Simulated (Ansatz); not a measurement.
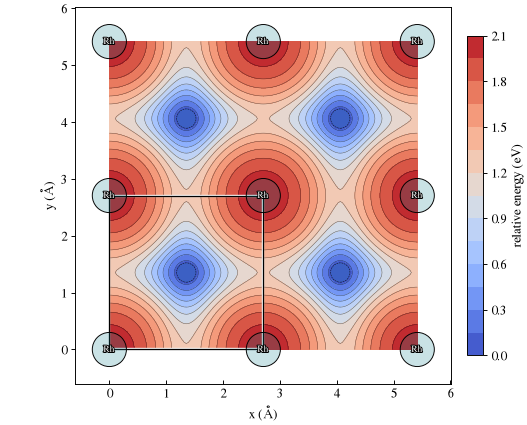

Si on a Rh(100) slab cut from the Fm-3m phase, its upper half relaxed before the scan (12 atoms of substrate and one adsorbate in a 2 × 2 cell). Si is moved over the surface cell; relaxed at each place: the height of the adsorbate's atoms; substrate rigid; the origin of the map has the adsorbate above Rh9. Places are given modulo a cell vector. The map is drawn in real space over the plane of the surface. The scan uses a 6 × 6 grid; 10 points were computed and 26 follow by symmetry. Places are given in fractions of the 1 × 1 surface cell. All energies are given in eV relative to the lowest grid point. Method: DFT PBE, scalar-relativistic, plane waves, PAW (Ansatz). Settings: cutoff 420 eV, k-mesh 5×5×1, gaussian smearing 0.1 eV, no spin polarisation.

Drawn: filled contours, labelled circles for the atoms of the top layer and small ones for the second layer, the outline of one cell of the 2 × 2 shown. Between grid points the surface is interpolated.

The lowest grid point is at a fourfold hollow over a second-layer Rh atom, (3/6, 3/6) of the cell vectors. No other kind of well shows on this grid. The highest grid point, the top site over a surface Rh atom, (0/6, 0/6) of the cell vectors, lies 2.06 eV above the lowest. On the interpolated surface the easiest way out of the lowest well to its copy in the next cell or period passes a barrier of about 1.2 eV. At the lowest point the adsorbate has 4 Rh at 2.35 Å as nearest neighbours, at the highest 1 Rh at 2.14 Å. Its relaxed height above the top atom is 1.36 Å at the lowest and 2.14 Å at the highest point.

Si is replaced by C; all else is set up alike.

> What does this change do to the map?

The lowest place stays at a fourfold hollow over a second-layer Rh atom, (3/6, 3/6) of the cell vectors. The span from the lowest to the highest grid point grows from 2.06 to 2.53 eV. The easiest pass out of the lowest well goes from about 1.2 to about 1.4 eV on the interpolated surfaces. In the new map: at the lowest point the adsorbate has 4 Rh at 1.99 Å as nearest neighbours, at the highest 1 Rh at 1.69 Å. Its relaxed height above the top atom is 0.53 Å at the lowest and 1.69 Å at the highest point.

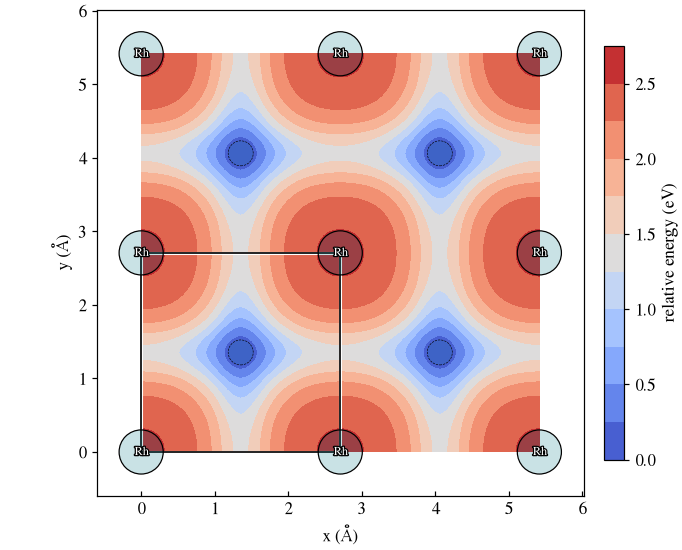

The map after the change, on a colour scale of its own. In the figure: filled contours, labelled circles for the atoms of the top layer and small ones for the second layer, the outline of one cell of the 2 × 2 shown. Between grid points the surface is interpolated.

PAW datasets: the set soft_1.
